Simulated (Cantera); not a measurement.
Input: 1 mol AlCl₃, 5 mol O₂, 52 mol H₂, held at 0.00100 bar.

These are equilibrium values from Cantera (NASA tables, ideal gas, pure condensed phases), not measurements of a reactor. Candidate condensed phases: Al, AlCl₃, Al₂O₃, H₂O; 29 gas species. The tables' values for AlOH are old estimates; treat these amounts as uncertain. Condensed phases not in the tables: AlOCl. Rates play no part.

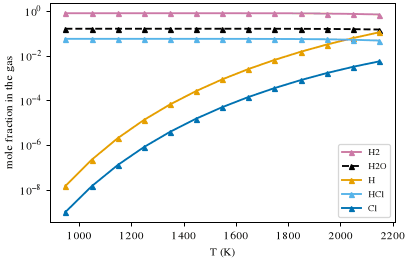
*Equilibrium gas composition (values under 1e-9 drawn at 1e-9)*

### Question
Read off the mole fractions at 948 K.

### Answer
H₂ about 0.79, H₂O about 0.16, HCl about 0.056, H about 1.5e-8.
